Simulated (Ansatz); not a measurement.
# CH3AlO (SMILES [CH3][Al]=[O]) at B3LYP/aug-cc-pVDZ

Aim: the vertical electron affinity of CH3AlO at B3LYP/aug-cc-pVDZ, from 2 runs. 

The calculation is run with Ansatz 0.2.0.

61 further runs of the same task are left out: 8 that didn't finish, 53 set aside as unsound or not needed. Runs told in other sessions of the task aren't counted.

### 1 The system as given

CH3AlO has 6 atoms, charge 0, and is taken as a singlet. As SMILES, `[CH3][Al]=[O]`. The coordinates come from a PBE0-D4/def2-TZVP relaxation.

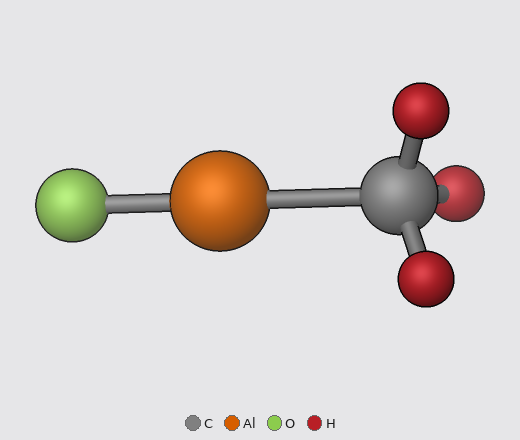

Viewed from a chosen angle; carbon grey, aluminium orange, oxygen green, hydrogen red.

### 2 The energy at B3LYP/aug-cc-pVDZ

The input, input.yaml:

```yaml
crystal:
  periodic: [false, false, false]
  atoms:
    - symbol: C
      position_ang: [-0.412500, 0.498200, -0.315400]
    - symbol: Al
      position_ang: [0.696700, -0.841400, 0.532500]
    - symbol: O
      position_ang: [1.611700, -1.946300, 1.232100]
    - symbol: H
      position_ang: [0.065200, 1.479100, -0.263900]
    - symbol: H
      position_ang: [-1.383600, 0.560900, 0.180800]
    - symbol: H
      position_ang: [-0.577400, 0.249400, -1.366100]
basis:
  gaussian: {orbitals: aug-cc-pVDZ}
hamiltonian: {xc: {name: B3LYP}}
accuracy: high
output: {orbitals: {seedname: orbitals}}
```

Launch:

```console
$ ansatz run input.yaml --threads 1 --pin off --max-ram 3480MiB --events-out events.jsonl --progress --plain --runs-dir runs
```

Output:

```text
Warning: RAYON_NUM_THREADS=1 ignored (pool sized by the plan → 1); use --threads N
Functional definition: B3LYP
  name "B3LYP"
  parameter a0 = 0.2
  parameter ax = 0.72
  parameter ac = 0.81
  exchange = (1 - a0 - ax)*slater_x + ax*b88_x + a0*exact_x
  correlation = (1 - ac)*vwn_rpa_c + ac*lyp_c
1876 factors; integrals over basis functions are off by at most 3.5e-9 eV
mean field evaluation 1: about -9712.3932 eV, gradient 9.2e1 eV
mean field evaluation 2: about -9553.8841 eV, gradient 1.9e2 eV
mean field evaluation 4: about -9728.4173 eV, gradient 2.8e1 eV
mean field evaluation 8: about -9730.6150 eV, gradient 3.4e-1 eV
mean field evaluation 16: about -9730.6120 eV, gradient 5.2e-6 eV
mean field -9730.61201469 eV, -357.5933958940 hartree, gradient 8.4e-8 eV, S^2 0.000000; 0 other end points of the search recorded, 0 dependent functions left out
reference -9730.61205944 eV, -357.5933975388 hartree; 15, 15 occupied and 85, 85 virtual orbitals, 1876 factors
Total energy: -9730.61205944 eV, -357.5933975388 hartree
```

Run time: 9 s. Hardware: 1 thread of Intel Xeon Platinum 8259CL at 2.50GHz (Skylake/Cascade Lake), shared host; peak memory 0.29 GiB.

### 3 The doublet anion at the same level

input.yaml, as its differences from that of step 2:

```diff
@@ -16,4 +16,10 @@
 basis:
-  gaussian: {orbitals: aug-cc-pVDZ}
-hamiltonian: {xc: {name: B3LYP}}
+  gaussian:
+    orbitals: aug-cc-pVDZ
+total_charge: -1
+magnetization:
+  spin_polarized: true
+  initial_magnetization: 1
+hamiltonian:
+  xc: {name: B3LYP}
 accuracy: high
```

Launch:

```console
$ ansatz run input.yaml --threads 1 --pin off --max-ram 3480MiB --events-out events.jsonl --progress --plain --runs-dir runs
```

Output:

```text
Warning: RAYON_NUM_THREADS=1 ignored (pool sized by the plan → 1); use --threads N
Functional definition: B3LYP
  name "B3LYP"
  parameter a0 = 0.2
  parameter ax = 0.72
  parameter ac = 0.81
  exchange = (1 - a0 - ax)*slater_x + ax*b88_x + a0*exact_x
  correlation = (1 - ac)*vwn_rpa_c + ac*lyp_c
1877 factors; integrals over basis functions are off by at most 3.5e-9 eV
mean field evaluation 1: about -9724.1117 eV, gradient 3.8e1 eV
mean field evaluation 2: about -9640.0222 eV, gradient 1.2e2 eV
mean field evaluation 4: about -9730.6273 eV, gradient 8.3e0 eV
mean field evaluation 8: about -9730.9311 eV, gradient 2.4e-1 eV
mean field evaluation 16: about -9730.9851 eV, gradient 1.2e-3 eV
mean field evaluation 32: about -9730.1277 eV, gradient 2.8e0 eV
mean field -9730.98506337 eV, -357.6071051803 hartree, gradient 7.2e-8 eV, S^2 0.751860; 5 other end points of the search recorded, 0 dependent functions left out
reference -9730.98509711 eV, -357.6071064203 hartree; 16, 15 occupied and 84, 85 virtual orbitals, 1877 factors
Total energy: -9730.98509711 eV, -357.6071064203 hartree
```

It took 23 s on 1 thread of Intel Xeon Platinum 8259CL at 2.50GHz (Skylake/Cascade Lake), shared host; peak memory 0.48 GiB.

### 4 Results

Level: B3LYP/aug-cc-pVDZ.

| quantity | value |
| --- | --- |
| singlet CH3AlO: total energy | -357.59340 Eh |
| singlet CH3AlO: HOMO energy | -7.07 eV |
| singlet CH3AlO: LUMO energy | -1.88 eV |
| singlet CH3AlO: HOMO–LUMO gap | 5.19 eV |
| doublet anion: total energy | -357.60711 Eh |
| doublet anion: HOMO energy (highest over α and β) | 0.99 eV |
| doublet anion: LUMO energy (lowest over α and β) | 1.99 eV |
| doublet anion: ⟨S²⟩ | 0.752 |
| vertical electron affinity (to the doublet anion) | 0.373 eV |

What this shows: At fixed nuclei the extra electron is bound by 0.37 eV (8.6 kcal/mol). The HOMO (doublet anion) lies at positive energy, 0.99 eV, from the functional's self-interaction, a short basis or an electron that isn't bound; only total energies against the neutral tell.
